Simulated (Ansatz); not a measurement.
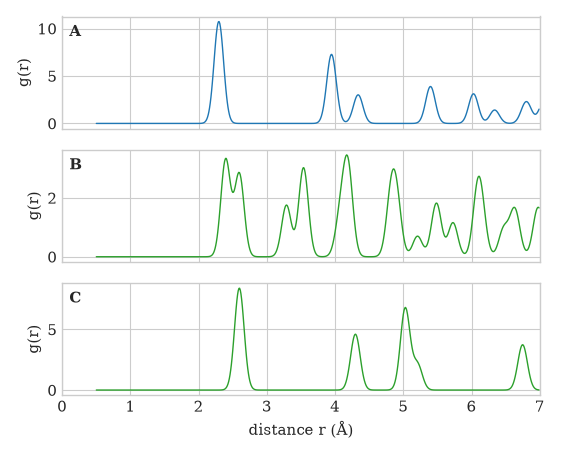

Element-resolved g(r), computed from the atomic positions of CoSi3, each distance broadened by a Gaussian of σ = 0.07 Å. Structure used: coordinates from a relaxation with Ansatz, DFT PBE, scalar-relativistic, plane waves, PAW; the starting structure was generated, so it need not be a known form of this composition.

Space group P6/mmm (No. 191). a = 7.452 Å, b = 7.452 Å, c = 2.603 Å, α = 90.00°, β = 90.00°, γ = 120.00°
```
atom  site  symmetry       x       y       z
  Co    2c      -6m2  0.3333  0.6667  0.0000
  Si    6m       mm2  0.8139  0.1861  0.5000
```

### The panels are unlabelled. Name the pair for each.

panel A is Co–Si (first distance 2.30 Å); panel B is Si–Si (first distance 2.40 Å); panel C is Co–Co (first distance 2.60 Å).

### Tabulate the first and second shells, merging distances less than 0.12 Å apart and averaging over sites.

| pair | first shell (Å) | neighbours in it | second shell (Å) | neighbours in the second |
| --- | --- | --- | --- | --- |
| Co–Si | 2.30 | 6 Si per Co | 3.95 | 12 |
| Si–Si | 2.40 | 2 Si per Si | 2.60 | 2 |
| Co–Co | 2.60 | 2 Co per Co | 4.30 | 3 |
